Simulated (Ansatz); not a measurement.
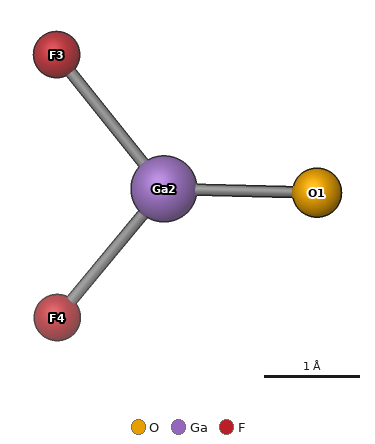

Figure 1. The structure as given in the input (ball-and-stick view, seen at a tilt; atoms are numbered from 1 in the order of the input). Sticks mark near contacts.

**Molecular dynamics of GaOF2 (charge −1) (part 1 of 2)**

- system: GaOF2, charge −1, SMILES [O-][Ga]([F])[F]
- method: RKS PBE0-D4/pcseg-2 (Ansatz 0.2.0)

The run did not end well.

### The input
```yaml
crystal:
  periodic: [false, false, false]
  atoms:
    - {symbol: O, position_ang: [-1.544190, -0.505520, 0.798320]}
    - {symbol: Ga, position_ang: [-0.140370, -0.045850, 0.071220]}
    - {symbol: F, position_ang: [1.544440, -0.655830, 0.331870]}
    - {symbol: F, position_ang: [0.140120, 1.207200, -1.201400]}
basis:
  gaussian: {orbitals: pcseg-2}
total_charge: -1
hamiltonian: {xc: pbe0, dispersion: d4}
md: {n_steps: 60, timestep: 1.0, temperature: 1000, ensemble: nve, seed: 827, initial_velocities: maxwell_boltzmann}
```

Run on 1 CPU thread, shared host.

Run as:
```bash
ansatz run in.yaml --threads 1 --pin off --events-out ev --progress --plain --max-ram 4352MiB
```

### The program's output
```
Functional definition: PBE0
  name "PBE0"
  cite "Adamo & Barone, J. Chem. Phys. 110, 6158 (1999) doi:10.1063/1.478522"
  cite "Perdew, Burke & Ernzerhof, Phys. Rev. Lett. 77, 3865 (1996) doi:10.1103/PhysRevLett.77.3865"
  parent pbe
  parameter a = 0.25
  parameter kappa = 0.804
  parameter beta = 0.06672455060314922
  exchange = (1 - a)*pbe_x(kappa = kappa, mu = beta*pi^2/3) + a*exact_x
  correlation = pbe_c(beta = beta)
868 factors; their error is unknown
mean field evaluation 1: about -59847.4701 eV, gradient 5.1e1 eV
mean field evaluation 2: about -59778.7782 eV, gradient 1.7e2 eV
mean field evaluation 4: about -59852.1634 eV, gradient 1.2e1 eV
mean field evaluation 8: about -59852.3483 eV, gradient 2.1e-2 eV
mean field evaluation 16: about -59852.6532 eV, gradient 4.0e-5 eV
mean field -59852.65319714 eV, -2199.5444354095 hartree, gradient 4.0e-5 eV, S^2 0.000000; 0 other end points of the search recorded, 0 dependent functions left out
the calculation of the forces begins
reference -59852.65323544 eV, -2199.5444368170 hartree; 29, 29 occupied and 104, 104 virtual orbitals, 868 factors
md step     0: t =     0.00 fs  T =  1000.0 K  F+E_penalty+E_count = -59852.71289023 eV  E_kin = 0.258520 eV  conserved = -59852.45437023 eV  (27 SCF iters)
these checks for a lower state are left out or cut short: starts, cluster_reference, orbital_swaps, neighbouring_geometries, increment
868 factors; their error is unknown
mean field -59852.65131383 eV, -2199.5443661991 hartree, gradient 1.7e-5 eV, S^2 0.000000; 0 other end points of the search recorded, 0 dependent functions left out
the calculation of the forces begins
reference -59852.65135215 eV, -2199.5443676073 hartree; 29, 29 occupied and 104, 104 virtual orbitals, 868 factors
md step     1: t =     1.00 fs  T =   992.9 K  F+E_penalty+E_count = -59852.71105972 eV  E_kin = 0.256694 eV  conserved = -59852.45436594 eV  (33 SCF iters)
[... from here on the SCF iterations and repeated set-up lines of each step are left out, up to the last step ...]
md step     2: t =     2.00 fs  T =   987.4 K  F+E_penalty+E_count = -59852.70963624 eV  E_kin = 0.255253 eV  conserved = -59852.45438363 eV  (33 SCF iters)
md step     3: t =     3.00 fs  T =   982.4 K  F+E_penalty+E_count = -59852.70837814 eV  E_kin = 0.253958 eV  conserved = -59852.45442015 eV  (34 SCF iters)
md step     4: t =     4.00 fs  T =   975.9 K  F+E_penalty+E_count = -59852.70675898 eV  E_kin = 0.252292 eV  conserved = -59852.45446731 eV  (34 SCF iters)
md step     5: t =     5.00 fs  T =   965.4 K  F+E_penalty+E_count = -59852.70408797 eV  E_kin = 0.249573 eV  conserved = -59852.45451500 eV  (34 SCF iters)
md step     6: t =     6.00 fs  T =   948.1 K  F+E_penalty+E_count = -59852.69966613 eV  E_kin = 0.245114 eV  conserved = -59852.45455252 eV  (34 SCF iters)
md step     7: t =     7.00 fs  T =   922.1 K  F+E_penalty+E_count = -59852.69294775 eV  E_kin = 0.238376 eV  conserved = -59852.45457151 eV  (34 SCF iters)
md step     8: t =     8.00 fs  T =   886.2 K  F+E_penalty+E_count = -59852.68367002 eV  E_kin = 0.229103 eV  conserved = -59852.45456696 eV  (34 SCF iters)
md step     9: t =     9.00 fs  T =   840.9 K  F+E_penalty+E_count = -59852.67192832 eV  E_kin = 0.217390 eV  conserved = -59852.45453846 eV  (34 SCF iters)
md step    10: t =    10.00 fs  T =   787.9 K  F+E_penalty+E_count = -59852.65818378 eV  E_kin = 0.203694 eV  conserved = -59852.45448978 eV  (34 SCF iters)
md step    11: t =    11.00 fs  T =   730.2 K  F+E_penalty+E_count = -59852.64320710 eV  E_kin = 0.188779 eV  conserved = -59852.45442790 eV  (34 SCF iters)
md step    12: t =    12.00 fs  T =   671.6 K  F+E_penalty+E_count = -59852.62797275 eV  E_kin = 0.173611 eV  conserved = -59852.45436137 eV  (34 SCF iters)
md step    13: t =    13.00 fs  T =   615.9 K  F+E_penalty+E_count = -59852.61352568 eV  E_kin = 0.159227 eV  conserved = -59852.45429916 eV  (34 SCF iters)
md step    14: t =    14.00 fs  T =   567.1 K  F+E_penalty+E_count = -59852.60084351 eV  E_kin = 0.146594 eV  conserved = -59852.45424903 eV  (34 SCF iters)
md step    15: t =    15.00 fs  T =   528.0 K  F+E_penalty+E_count = -59852.59071681 eV  E_kin = 0.136500 eV  conserved = -59852.45421633 eV  (34 SCF iters)
md step    16: t =    16.00 fs  T =   500.8 K  F+E_penalty+E_count = -59852.58366414 eV  E_kin = 0.129461 eV  conserved = -59852.45420360 eV  (51 SCF iters)
md step    17: t =    17.00 fs  T =   486.1 K  F+E_penalty+E_count = -59852.57988982 eV  E_kin = 0.125679 eV  conserved = -59852.45421063 eV  (35 SCF iters)
md step    18: t =    18.00 fs  T =   483.7 K  F+E_penalty+E_count = -59852.57928432 eV  E_kin = 0.125049 eV  conserved = -59852.45423485 eV  (35 SCF iters)
md step    19: t =    19.00 fs  T =   492.0 K  F+E_penalty+E_count = -59852.58146039 eV  E_kin = 0.127188 eV  conserved = -59852.45427226 eV  (35 SCF iters)
md step    20: t =    20.00 fs  T =   508.6 K  F+E_penalty+E_count = -59852.58581333 eV  E_kin = 0.131495 eV  conserved = -59852.45431818 eV  (35 SCF iters)
md step    21: t =    21.00 fs  T =   530.8 K  F+E_penalty+E_count = -59852.59159295 eV  E_kin = 0.137225 eV  conserved = -59852.45436813 eV  (35 SCF iters)
md step    22: t =    22.00 fs  T =   555.3 K  F+E_penalty+E_count = -59852.59797519 eV  E_kin = 0.143557 eV  conserved = -59852.45441811 eV  (35 SCF iters)
md step    23: t =    23.00 fs  T =   578.9 K  F+E_penalty+E_count = -59852.60412650 eV  E_kin = 0.149661 eV  conserved = -59852.45446507 eV  (35 SCF iters)
md step    24: t =    24.00 fs  T =   598.6 K  F+E_penalty+E_count = -59852.60925543 eV  E_kin = 0.154749 eV  conserved = -59852.45450631 eV  (35 SCF iters)
md step    25: t =    25.00 fs  T =   611.6 K  F+E_penalty+E_count = -59852.61265424 eV  E_kin = 0.158114 eV  conserved = -59852.45454033 eV  (35 SCF iters)
md step    26: t =    26.00 fs  T =   615.7 K  F+E_penalty+E_count = -59852.61372971 eV  E_kin = 0.159164 eV  conserved = -59852.45456597 eV  (34 SCF iters)
md step    27: t =    27.00 fs  T =   609.0 K  F+E_penalty+E_count = -59852.61202840 eV  E_kin = 0.157447 eV  conserved = -59852.45458153 eV  (34 SCF iters)
md step    28: t =    28.00 fs  T =   590.6 K  F+E_penalty+E_count = -59852.60726202 eV  E_kin = 0.152676 eV  conserved = -59852.45458640 eV  (34 SCF iters)
md step    29: t =    29.00 fs  T =   559.9 K  F+E_penalty+E_count = -59852.59932774 eV  E_kin = 0.144749 eV  conserved = -59852.45457860 eV  (34 SCF iters)
md step    30: t =    30.00 fs  T =   517.5 K  F+E_penalty+E_count = -59852.58833203 eV  E_kin = 0.133774 eV  conserved = -59852.45455773 eV  (34 SCF iters)
md step    31: t =    31.00 fs  T =   464.5 K  F+E_penalty+E_count = -59852.57460362 eV  E_kin = 0.120081 eV  conserved = -59852.45452288 eV  (34 SCF iters)
md step    32: t =    32.00 fs  T =   403.2 K  F+E_penalty+E_count = -59852.55869944 eV  E_kin = 0.104225 eV  conserved = -59852.45447448 eV  (33 SCF iters)
md step    33: t =    33.00 fs  T =   336.4 K  F+E_penalty+E_count = -59852.54139144 eV  E_kin = 0.086976 eV  conserved = -59852.45441512 eV  (33 SCF iters)
md step    34: t =    34.00 fs  T =   268.0 K  F+E_penalty+E_count = -59852.52362792 eV  E_kin = 0.069279 eV  conserved = -59852.45434860 eV  (33 SCF iters)
md step    35: t =    35.00 fs  T =   201.9 K  F+E_penalty+E_count = -59852.50646989 eV  E_kin = 0.052189 eV  conserved = -59852.45428043 eV  (34 SCF iters)
md step    36: t =    36.00 fs  T =   142.3 K  F+E_penalty+E_count = -59852.49100220 eV  E_kin = 0.036785 eV  conserved = -59852.45421724 eV  (35 SCF iters)
md step    37: t =    37.00 fs  T =    93.1 K  F+E_penalty+E_count = -59852.47822889 eV  E_kin = 0.024063 eV  conserved = -59852.45416574 eV  (35 SCF iters)
md step    38: t =    38.00 fs  T =    57.4 K  F+E_penalty+E_count = -59852.46896754 eV  E_kin = 0.014836 eV  conserved = -59852.45413163 eV  (35 SCF iters)
md step    39: t =    39.00 fs  T =    37.3 K  F+E_penalty+E_count = -59852.46375993 eV  E_kin = 0.009641 eV  conserved = -59852.45411845 eV  (35 SCF iters)
md step    40: t =    40.00 fs  T =    33.6 K  F+E_penalty+E_count = -59852.46281632 eV  E_kin = 0.008689 eV  conserved = -59852.45412712 eV  (35 SCF iters)
md step    41: t =    41.00 fs  T =    45.8 K  F+E_penalty+E_count = -59852.46600271 eV  E_kin = 0.011848 eV  conserved = -59852.45415509 eV  (35 SCF iters)
md step    42: t =    42.00 fs  T =    72.3 K  F+E_penalty+E_count = -59852.47287619 eV  E_kin = 0.018678 eV  conserved = -59852.45419779 eV  (35 SCF iters)
md step    43: t =    43.00 fs  T =   110.3 K  F+E_penalty+E_count = -59852.48275739 eV  E_kin = 0.028508 eV  conserved = -59852.45424900 eV  (35 SCF iters)
md step    44: t =    44.00 fs  T =   156.8 K  F+E_penalty+E_count = -59852.49482758 eV  E_kin = 0.040525 eV  conserved = -59852.45430221 eV  (34 SCF iters)
md step    45: t =    45.00 fs  T =   208.4 K  F+E_penalty+E_count = -59852.50823118 eV  E_kin = 0.053880 eV  conserved = -59852.45435159 eV  (34 SCF iters)
md step    46: t =    46.00 fs  T =   262.2 K  F+E_penalty+E_count = -59852.52216729 eV  E_kin = 0.067774 eV  conserved = -59852.45439298 eV  (49 SCF iters)
these checks for a lower state are left out or cut short: starts, cluster_reference, orbital_swaps, neighbouring_geometries, increment
868 factors; their error is unknown
mean field -59852.47686758 eV, -2199.5379554178 hartree, gradient 1.8e-5 eV, S^2 0.000000; 0 other end points of the search recorded, 0 dependent functions left out
the calculation of the forces begins
reference -59852.47690551 eV, -2199.5379568114 hartree; 29, 29 occupied and 104, 104 virtual orbitals, 868 factors
md step    47: t =    47.00 fs  T =   315.4 K  F+E_penalty+E_count = -59852.53595755 eV  E_kin = 0.081533 eV  conserved = -59852.45442415 eV  (34 SCF iters)
```

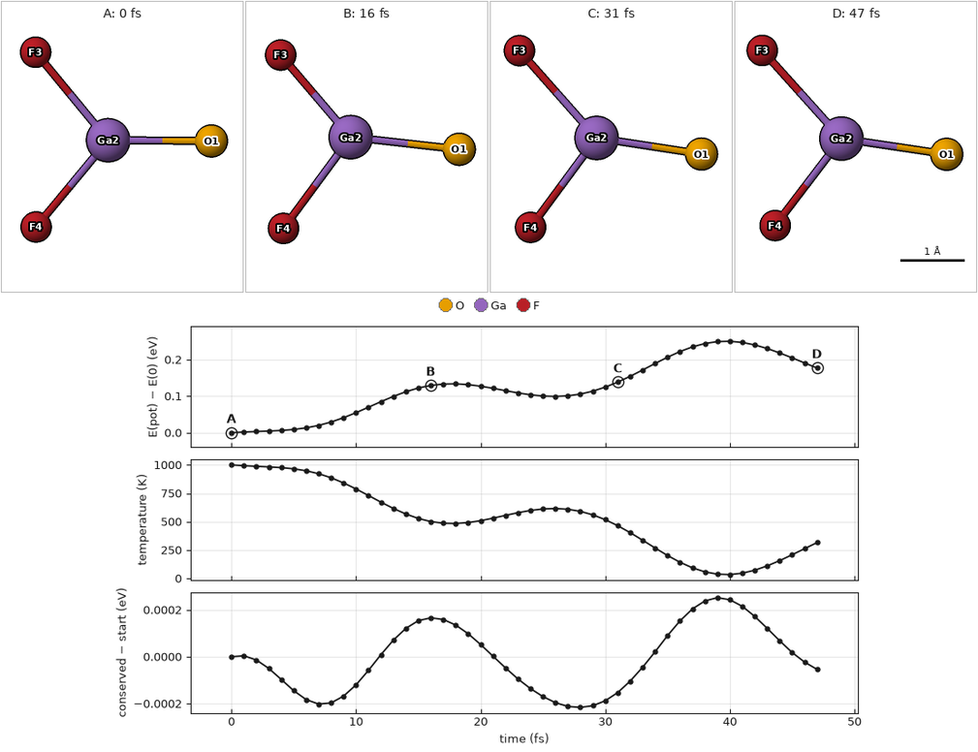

Figure 2. Frames of the molecular dynamics (ball-and-stick, seen on its broad side) above the curves, on which the letters mark them. The trajectory kept here has 48 frames over 47 fs. The temperature starts at 1000 K, ranges from 34 to 1000 K and averages 305 K over the second half. The potential energy ends 0.177 eV above its first value. The conserved quantity stays within 0.00047 eV. After an unweighted best fit of the last frame on the first, the root-mean-square displacement is 0.14 Å.

```
these checks for a lower state are left out or cut short: starts, cluster_reference, orbital_swaps, neighbouring_geometries, increment
868 factors; their error is unknown
Error: SIGTERM received: run cancelled behind 400 evaluations of the mean field
```

### Trajectory as extended XYZ (Å, eV, eV/Å), 48 frames, from step=0 to step=47
```
4
Properties=species:S:1:pos:R:3:forces:R:3 step=0 time_fs=0.0 energy=-59852.71289 temperature=1000.0
O    -1.5442   -0.5055    0.7983   -1.5661  -0.5147   0.8095
Ga   -0.1404   -0.0459    0.0712    1.6557   0.5162  -0.8237
F     1.5444   -0.6558    0.3319   -0.1530   0.1215  -0.0904
F     0.1401    1.2072   -1.2014    0.0634  -0.1231   0.1046
4
Properties=species:S:1:pos:R:3:forces:R:3 step=1 time_fs=1.0 energy=-59852.71106 temperature=992.9
O    -1.5474   -0.5026    0.7893   -1.6084  -0.5292   0.8392
Ga   -0.1369   -0.0467    0.0751    1.5268   0.6036  -0.9180
F     1.5392   -0.6546    0.3276    0.0081   0.0673  -0.0560
F     0.1354    1.2065   -1.2038    0.0735  -0.1417   0.1348
4
Properties=species:S:1:pos:R:3:forces:R:3 step=2 time_fs=2.0 energy=-59852.70964 temperature=987.4
O    -1.5516   -0.5000    0.7809   -1.5911  -0.5243   0.8385
Ga   -0.1332   -0.0474    0.0789    1.3264   0.6735  -0.9801
F     1.5340   -0.6533    0.3233    0.1806   0.0085  -0.0208
F     0.1307    1.2057   -1.2062    0.0842  -0.1577   0.1624
4
Properties=species:S:1:pos:R:3:forces:R:3 step=3 time_fs=3.0 energy=-59852.70838 temperature=982.4
O    -1.5568   -0.4977    0.7729   -1.5149  -0.5012   0.8097
Ga   -0.1294   -0.0480    0.0825    1.0566   0.7266  -1.0121
F     1.5288   -0.6519    0.3189    0.3630  -0.0544   0.0149
F     0.1260    1.2048   -1.2085    0.0953  -0.1710   0.1875
4
Properties=species:S:1:pos:R:3:forces:R:3 step=4 time_fs=4.0 energy=-59852.70676 temperature=975.9
O    -1.5628   -0.4958    0.7655   -1.3838  -0.4617   0.7566
Ga   -0.1254   -0.0486    0.0860    0.7238   0.7644  -1.0174
F     1.5239   -0.6507    0.3146    0.5532  -0.1208   0.0506
F     0.1214    1.2038   -1.2106    0.1068  -0.1819   0.2103
4
Properties=species:S:1:pos:R:3:forces:R:3 step=5 time_fs=5.0 energy=-59852.70409 temperature=965.4
O    -1.5697   -0.4941    0.7584   -1.2049  -0.4087   0.6842
Ga   -0.1213   -0.0490    0.0893    0.3381   0.7890  -1.0007
F     1.5192   -0.6494    0.3103    0.7482  -0.1897   0.0858
F     0.1168    1.2028   -1.2127    0.1186  -0.1906   0.2307
4
Properties=species:S:1:pos:R:3:forces:R:3 step=6 time_fs=6.0 energy=-59852.69967 temperature=948.1
O    -1.5774   -0.4926    0.7518   -0.9876  -0.3457   0.5980
Ga   -0.1171   -0.0493    0.0925   -0.0874   0.8026  -0.9669
F     1.5149   -0.6483    0.3061    0.9443  -0.2597   0.1199
F     0.1123    1.2016   -1.2147    0.1307  -0.1973   0.2490
4
Properties=species:S:1:pos:R:3:forces:R:3 step=7 time_fs=7.0 energy=-59852.69295 temperature=922.1
O    -1.5856   -0.4914    0.7456   -0.7423  -0.2760   0.5037
Ga   -0.1130   -0.0495    0.0956   -0.5373   0.8073  -0.9213
F     1.5111   -0.6473    0.3019    1.1367  -0.3292   0.1524
F     0.1079    1.2003   -1.2165    0.1430  -0.2021   0.2652
4
Properties=species:S:1:pos:R:3:forces:R:3 step=8 time_fs=8.0 energy=-59852.68367 temperature=886.2
O    -1.5943   -0.4903    0.7397   -0.4801  -0.2032   0.4065
Ga   -0.1089   -0.0496    0.0985   -0.9951   0.8045  -0.8685
F     1.5079   -0.6465    0.2978    1.3199  -0.3962   0.1825
F     0.1035    1.1990   -1.2182    0.1554  -0.2052   0.2795
4
Properties=species:S:1:pos:R:3:forces:R:3 step=9 time_fs=9.0 energy=-59852.67193 temperature=840.9
O    -1.6032   -0.4893    0.7340   -0.2112  -0.1303   0.3111
Ga   -0.1050   -0.0496    0.1014   -1.4444   0.7954  -0.8126
F     1.5053   -0.6459    0.2938    1.4878  -0.4583   0.2095
F     0.0992    1.1975   -1.2198    0.1678  -0.2067   0.2920
4
Properties=species:S:1:pos:R:3:forces:R:3 step=10 time_fs=10.0 energy=-59852.65818 temperature=787.9
O    -1.6123   -0.4885    0.7285    0.0549  -0.0600   0.2211
Ga   -0.1013   -0.0495    0.1041   -1.8694   0.7801  -0.7566
F     1.5035   -0.6455    0.2899    1.6342  -0.5133   0.2329
F     0.0950    1.1960   -1.2212    0.1803  -0.2068   0.3027
4
Properties=species:S:1:pos:R:3:forces:R:3 step=11 time_fs=11.0 energy=-59852.64321 temperature=730.2
O    -1.6214   -0.4876    0.7231    0.3105   0.0057   0.1394
Ga   -0.0978   -0.0493    0.1067   -2.2562   0.7584  -0.7031
F     1.5025   -0.6454    0.2861    1.7529  -0.5586   0.2520
F     0.0909    1.1943   -1.2224    0.1927  -0.2054   0.3117
```
